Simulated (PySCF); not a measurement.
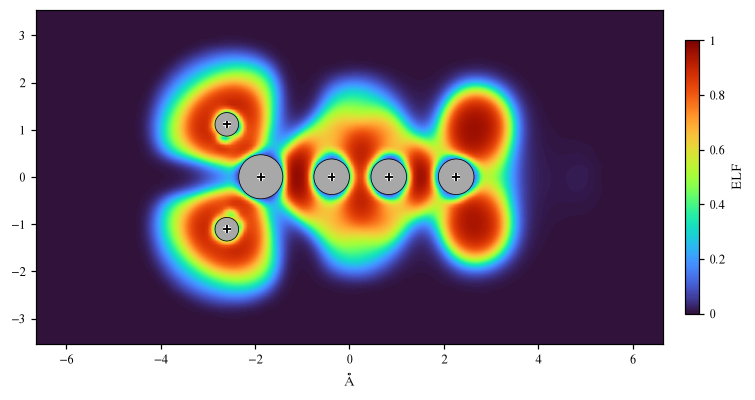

The electron localisation function on a plane through atoms (crosses mark nuclei in the plane; grey discs cover the cores).

The calculation used PySCF, PBE0/def2-SVPD, SCF density, gas phase.

Candidates:
A. C$_{4}$H$_{11}$BrSi (SMILES C[SiH](C)CCBr)
B. C$_{3}$H$_{5}$BF$_{2}$Si (SMILES FB(F)C#CC[SiH3])

Q: Which candidate gave the map?

A: Candidate B: C$_{3}$H$_{5}$BF$_{2}$Si on the plane of atoms F1, B2 and C4, which holds F, B and C. C–C (1.21 Å): the ELF peaks at about 0.85 between the atoms (a multiple bond). B–F (1.32 Å): the ELF peaks at about 0.85 between the atoms: a polar covalent bond.
